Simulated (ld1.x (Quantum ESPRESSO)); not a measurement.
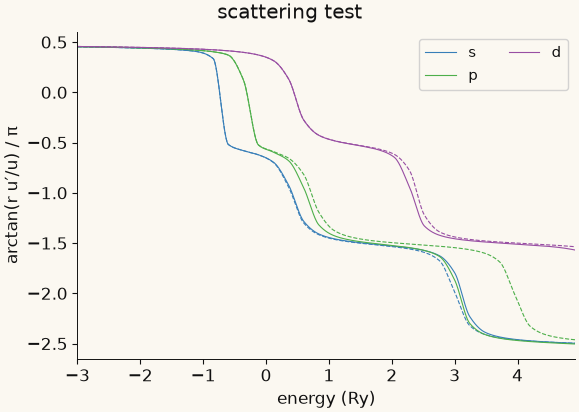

Unwrapped phase arctan(r u′/u) in units of π against energy, all-electron (solid) and pseudo (dashed); the pseudo phase is matched to the all-electron one at the reference energy. Here u = r R(r). A near-vertical step is a level narrower than the spacing of the points behind the curves.

Input of ld1.x (Quantum ESPRESSO) 7.5:

```
 &input
   title='B', zed=5., rel=1, dft='PZ', iswitch=3,
   config='[He] 2s2 2p1 3d-2',
   nld=3, rlderiv=4.10, eminld=-3.0, emaxld=5.0, deld=0.02
 /
 &inputp
   pseudotype=2, tm=.false., lloc=2,
   nlcc=.false.,
   file_pseudopw='B.UPF', file_wfcaegen='ae.wfc', file_wfcncgen='nc.wfc', file_beta='beta', file_chi='chi'
 /
3
2S  1  0   2.00   0.00  1.20  1.20  0.0
2P  2  1   1.00   0.00  3.80  3.80  0.0
3D  3  2  -2.00   0.30  3.75  3.75  0.0
 &test
   configts(1)='2s2 2p1'
 /
```

Launched with:
```bash
ld1.x < B.in > B.out
```

Functional and relativity: LDA (PZ), scalar-relativistic.

### What does the plot say about ghosts?

Going away from the reference energies, the phases part by more than π/2 in: p at about 3.1 Ry (above its reference energy, pseudo phase higher). Such a step is either a state that only one of the two atoms has or an ordinary level shifted in energy. The separate test gives: ghost state below the valence levels: s at -324.3 eV. The bound ghosts lie below the range of the plot.

### How far from the reference energy is each channel transferable, at a tolerance of 0.05 rad?

s: up to about 0.3 Ry; p: up to about 0.3 Ry; d: up to about 1.9 Ry.
